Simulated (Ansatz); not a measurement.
```xyz
7

C     1.0371    0.7279    1.5904
C     1.4492    0.3222    2.8130
Al    2.3686   -0.6861    1.4204
H     0.2903    1.5131    1.3699
H     1.1061    0.7099    3.7902
H     1.9658   -2.2249    1.0455
H     3.9180   -0.3811    0.9994
```

Geometry: PBE0-D3(BJ)/def2-SVPD.

All numbers below come from Ansatz 0.2.0, isolated molecule in a Gaussian basis; Kohn-Sham density functional theory, functional PBE0.

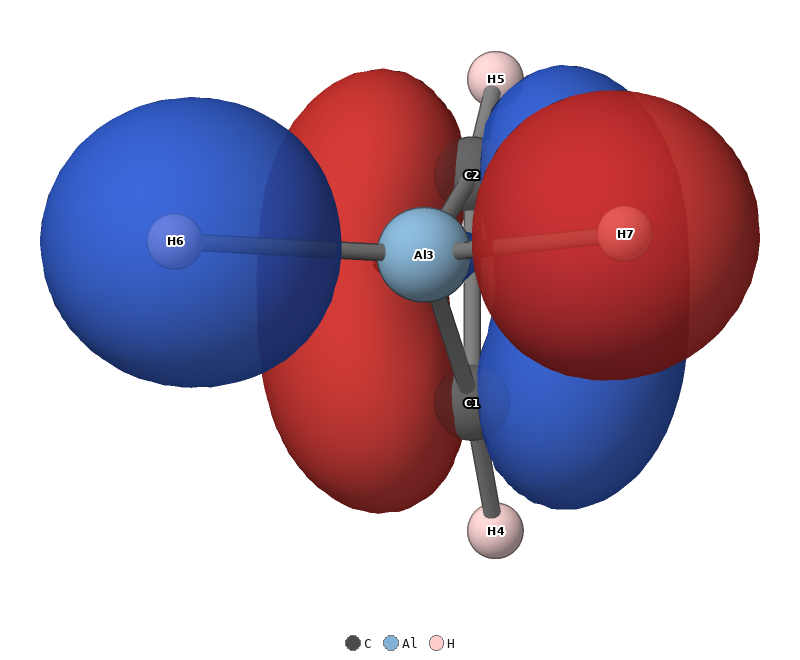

C₂H₄Al (SMILES [CH]1=[CH][AlH2-]1) (charge −1). The HOMO−1 at ±0.15 Å⁻³ᐟ² (blue and red are the two phases), seen at an oblique angle.

Question: Where does this orbital lie, and at what energy?

Answer: By Hirshfeld shares it lies mainly on C1 (about 20 %), C2 (about 20 %), Al3 (about 20 %), H6 (about 15 %) and H7 (about 15 %). Its energy is −1.97 eV.
